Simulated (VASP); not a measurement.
Band structure of Er (hcp). All values below come from PBE GGA with D4 dispersion, VASP's PBE PAW potentials (set 64) (plane waves; VASP 6.6.1).

The 4f electrons are frozen in the core of the lanthanide potential, so 4f levels, which can set the real gap, and their magnetism are missing.

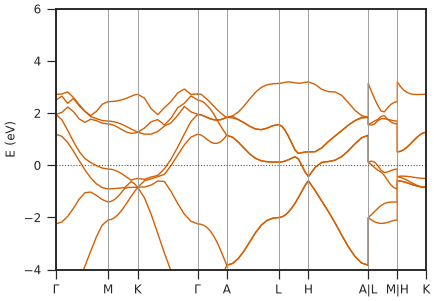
Figure: Bands along high-symmetry lines, zero at the valence-band maximum or, without a gap, the Fermi level

Task: Read the plot: is there a gap, and where are the band edges?

Result: It has no gap at this level: it comes out as a metal or semimetal. (Edges off the drawn lines would not show.)

The compound is Er in the hcp structure. It was relaxed first.
